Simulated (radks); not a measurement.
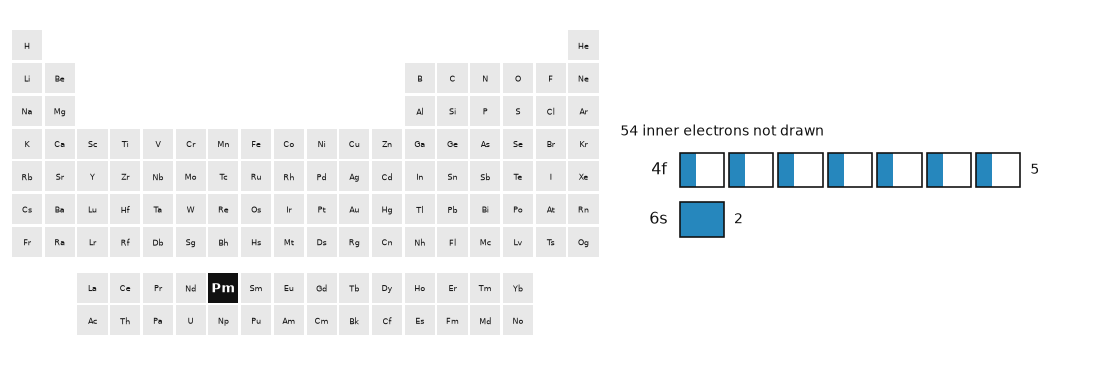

**Figure 1.** Left, the place of promethium in the periodic table; right, the outer shells as the input fills them: a box for each of the 2l + 1 orbitals, shaded by the share of the shell that is filled, with the electron count at the right.

Atomic calculation, with input and output: Pm

System: a free Pm atom in the configuration [Xe] 4f5 6s2 (4f5/2: 5).
Method: Dirac Kohn-Sham, BLYP, spin-unpolarised, spherical densities, point nucleus (the in-house radial solver radks).

**Input**
```
Z 61
configuration [Xe] 4f5 6s2
relativity Dirac
functional b88,lyp
spin unpolarised
j_filling energy
nucleus point
c 137.035999084
```

Energies in input and log are in hartree, lengths in bohr.

**The program's output**
```
1s1/2   1   2.0000       -1653.21480338
2s1/2   1   2.0000        -268.64839429
2p1/2   1   2.0000        -254.40505040
2p3/2   1   4.0000        -233.80797626
3s1/2   1   2.0000         -58.55529200
3p1/2   1   2.0000         -52.45057924
3p3/2   1   4.0000         -48.30983230
3d3/2   1   4.0000         -37.70068836
3d5/2   1   6.0000         -36.80323322
4s1/2   1   2.0000         -11.62262260
4p1/2   1   2.0000          -9.30134214
4p3/2   1   4.0000          -8.39666815
4d3/2   1   4.0000          -4.58050938
4d5/2   1   6.0000          -4.41983170
4f5/2   1   5.0000          -0.07400694
4f7/2   1   0.0000          -0.05690077
5s1/2   1   2.0000          -1.52491227
5p1/2   1   2.0000          -0.90584669
5p3/2   1   4.0000          -0.78565453
6s1/2   1   2.0000          -0.12495501
Etot -10027.961409623807
Ekin 10845.301061302634
Encl -24537.0880181073
Eh 3894.303586662333
Exc -230.47803948147384
err 2.540941697486722e-09
it 15
```

**Orbitals**

```
orbital  occupation  energy (eV)  ⟨r⟩ (bohr)  outer maximum (bohr)
     1s           2     −44986.3     0.02318                0.0148
     2s           2      −7310.3     0.09844                0.0839
  2p1/2           2      −6922.7     0.08244                0.0637
  2p3/2           4      −6362.2     0.08896                0.0692
     3s           2      −1593.4      0.2602                 0.239
  3p1/2           2      −1427.3      0.2498                 0.226
  3p3/2           4      −1314.6      0.2624                 0.238
  3d3/2           4      −1025.9      0.2339                 0.190
  3d5/2           6      −1001.5      0.2378                 0.193
     4s           2     −316.268      0.5929                 0.552
  4p1/2           2     −253.102      0.6082                 0.559
  4p3/2           4     −228.485      0.6368                 0.584
  4d3/2           4     −124.642      0.6827                 0.598
  4d5/2           6     −120.270      0.6930                 0.606
     5s           2      −41.495       1.442                  1.29
  5p1/2           2      −24.649       1.633                  1.41
  5p3/2           4      −21.379       1.730                  1.49
     6s           2       −3.400       4.363                  3.67
  4f5/2           5       −2.014       1.066                 0.634
  4f7/2           0       −1.548       1.092                 0.640
```

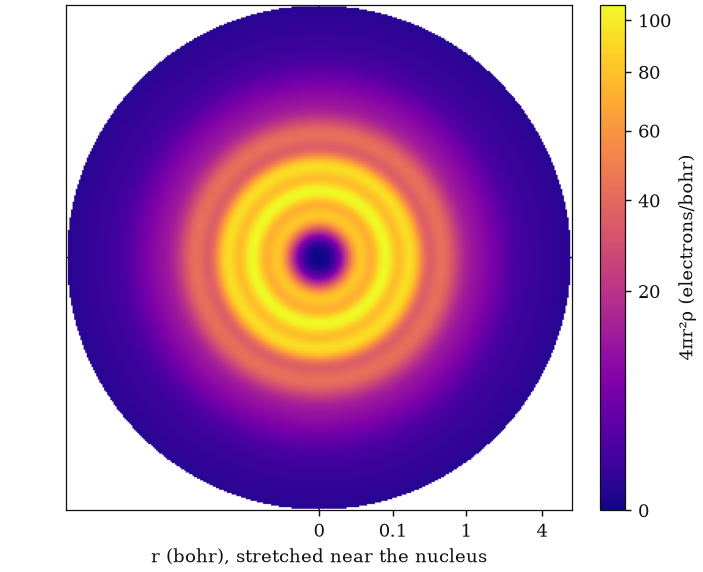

**Figure 2.** The radial density 4πr²ρ as a disc about the nucleus, with the radius drawn as r to the power 0.3. There are 4 maxima, at r = 0.0162, 0.0713, 0.200 and 0.553 bohr, parted by minima at 0.0313, 0.132 and 0.402 bohr, inside which lie 2.0, 11.2 and 29.2 electrons. The configuration has 6 principal shells, so not every shell has a maximum of its own.

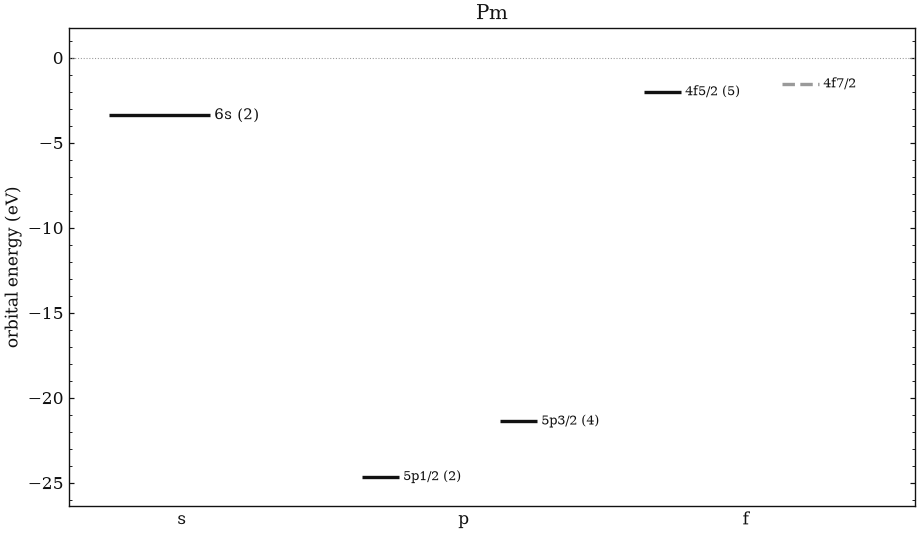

**Figure 3.** The outer levels are drawn (occupations in brackets, the lower j at the left of each column, empty levels dashed). The highest occupied level is 4f5/2 at −2.01 eV. From the top down the occupied levels run 4f5/2 (−2.01 eV), 6s (−3.40 eV), 5p3/2 (−21.4 eV), 5p1/2 (−24.6 eV). The lowest empty level drawn is 4f7/2 at −1.55 eV. Spin-orbit splittings: 4f 0.465 eV, 5p 3.27 eV.

**Summary**

| quantity | value |
| --- | --- |
| outcome | converged |
| total energy | −10027.9614 hartree |
| kinetic energy | 10845.3011 hartree |
| electron–nucleus energy | −24537.0880 hartree |
| Hartree energy | 3894.3036 hartree |
| exchange–correlation energy | −230.478039 hartree |
| radius at density 0.001 e/bohr³ | 5.30 bohr |
| SCF iterations | 15 |
| hardware | 1 CPU thread, shared host |
